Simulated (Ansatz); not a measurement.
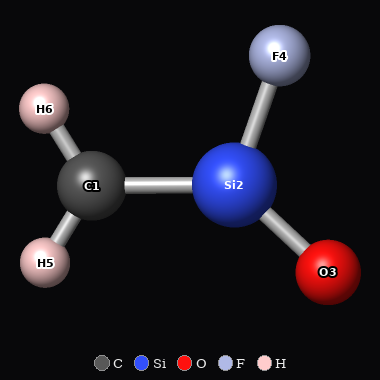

The system is CH2FOSi, SMILES [CH2-][Si](=O)F, charge −1; the picture shows the reference structure. First axis: angle H5–C1–Si2. Second axis: dihedral H5–C1–Si2–O3. Nothing is relaxed (all other coordinates rigid). The scan uses a 15 × 15 grid; 120 points were computed and 105 follow by symmetry. Energies are in eV, from the lowest grid point. Theory: Ansatz 0.2.0, RHF/def2-SVPD.

Its coordinates:

```xyz
6

C    -0.2919    0.8839   -0.1966
Si    0.3007   -0.6539    0.2807
O     1.1344   -1.2196    1.4391
F    -0.1629   -1.7968   -0.8078
H    -0.0999    1.7791    0.3830
H    -0.8804    1.0073   -1.0984
```

Range: angle H5–C1–Si2 from 87 to 157°; dihedral H5–C1–Si2–O3 from −180 to 156°.

Predict the map.

Answer. The lowest grid point is at angle H5–C1–Si2 = 122°, dihedral H5–C1–Si2–O3 = −180°; the map holds 2 wells of about this depth. The highest grid point, angle H5–C1–Si2 = 87°, dihedral H5–C1–Si2–O3 = −84°, lies 2.01 eV above the lowest. On the interpolated surface the easiest way out of the lowest well to a well of about the same depth near angle H5–C1–Si2 = 122°, dihedral H5–C1–Si2–O3 = −12° passes a barrier of about 1.1 eV. Round the minimum the two coordinates are nearly uncoupled.

```tsv
dihedral H5–C1–Si2–O3 ↓, angle H5–C1–Si2 →	87	92	97	102	107	112	117	122	127	132	137	142	147	152	157
156	1.14	0.87	0.65	0.47	0.33	0.23	0.17	0.15	0.17	0.23	0.32	0.46	0.63	0.84	1.08
132	1.52	1.25	1.04	0.86	0.72	0.62	0.56	0.54	0.55	0.61	0.70	0.83	0.99	1.20	1.43
108	1.91	1.66	1.44	1.27	1.13	1.04	0.98	0.95	0.97	1.02	1.11	1.23	1.39	1.58	1.81
84	2.01	1.76	1.55	1.38	1.25	1.15	1.09	1.07	1.08	1.13	1.22	1.34	1.49	1.68	1.91
60	1.74	1.48	1.26	1.09	0.95	0.85	0.79	0.76	0.78	0.83	0.91	1.04	1.20	1.40	1.63
36	1.32	1.05	0.83	0.65	0.51	0.41	0.35	0.32	0.34	0.39	0.49	0.62	0.79	0.99	1.24
12	1.03	0.76	0.54	0.36	0.22	0.12	0.06	0.04	0.06	0.12	0.21	0.35	0.52	0.73	0.98
−12	1.03	0.76	0.54	0.36	0.22	0.12	0.06	0.04	0.06	0.12	0.21	0.35	0.52	0.73	0.98
−36	1.32	1.05	0.83	0.65	0.51	0.41	0.35	0.32	0.34	0.39	0.49	0.62	0.79	0.99	1.24
−60	1.74	1.48	1.26	1.09	0.95	0.85	0.79	0.76	0.78	0.83	0.91	1.04	1.20	1.40	1.63
−84	2.01	1.76	1.55	1.38	1.25	1.15	1.09	1.07	1.08	1.13	1.22	1.34	1.49	1.68	1.91
−108	1.91	1.66	1.44	1.27	1.13	1.04	0.98	0.95	0.97	1.02	1.11	1.23	1.39	1.58	1.81
−132	1.52	1.25	1.04	0.86	0.72	0.62	0.56	0.54	0.55	0.61	0.70	0.83	0.99	1.20	1.43
−156	1.14	0.87	0.65	0.47	0.33	0.23	0.17	0.15	0.17	0.23	0.32	0.46	0.63	0.84	1.08
−180	0.99	0.72	0.49	0.31	0.17	0.08	0.02	0.00	0.02	0.08	0.18	0.31	0.49	0.70	0.95
```

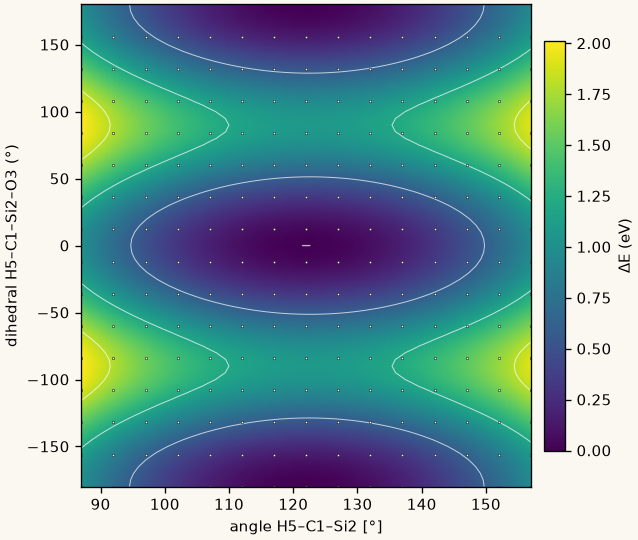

Drawn: a smooth colour map with a few white contour lines, dots at the grid points. Between grid points the surface is interpolated.

Each point was launched as `ansatz run input.yaml --threads 1 --pin off --max-ram 2560MiB --backend cpu --events-out ev --progress --plain --runs-dir out`. Time for the 120 points that were run: 4.6 min on 1 thread of Intel(R) Xeon(R) Platinum 8375C CPU @ 2.90GHz (Ice Lake), with other jobs on the host.
